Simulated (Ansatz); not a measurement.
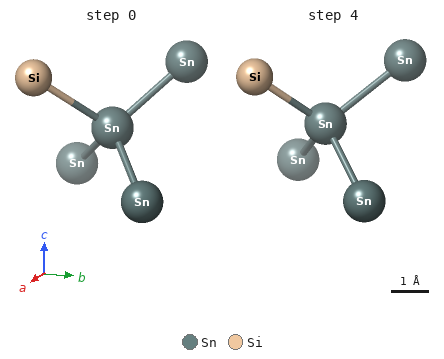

The structure of solid Sn$_{56}$Si$_{8}$ (a generated structure, set up in P1) before (left) and after (right) a relaxation, at one scale.

The picture is a ball-and-stick view of the atoms within 4.2 Å of the atom that moves most (axes of the cell of the calculation (origin shifted)), seen slightly off an axis.

Method: DFT, PBEsol, PAW, plane waves in Ansatz. (plane-wave cutoff 420 eV; k-point mesh 1 × 1 × 1; mesh shifted by (0.25, 0.25, 0.25); no spin polarisation; cell relaxed at fixed shape; force threshold 0.03 eV/Å; at most 80 steps)

Question: What changed between the two?

Answer: A Sn atom moves most relative to the cell: 0.27 Å along [1 −3 2]. Largest moves by element: Sn 0.27 Å, Si 0.16 Å. The volume changes by −0.5 %, with a = b = c 12.813 → 12.791 Å (−0.2 %). Among the contacts that change: Si–Sn 2.858 → 2.630 Å, Sn–Sn 2.691 → 2.810 Å, Sn–Sn 2.759 → 2.817 Å, Sn–Sn 2.807 → 2.843 Å. Bond angles that change, for instance: Sn–Sn–Sn 111.7° → 104.7°, Sn–Sn–Si 107.1° → 113.2°, Sn–Sn–Si 109.2° → 113.4°. The space group stays P1 (No. 1). After 4 geometry steps the energy has fallen by 47.5 meV per atom. The largest force component goes from 1.4 to 0.027 eV/Å. The pressure goes from 0.30 to 0.00 GPa.
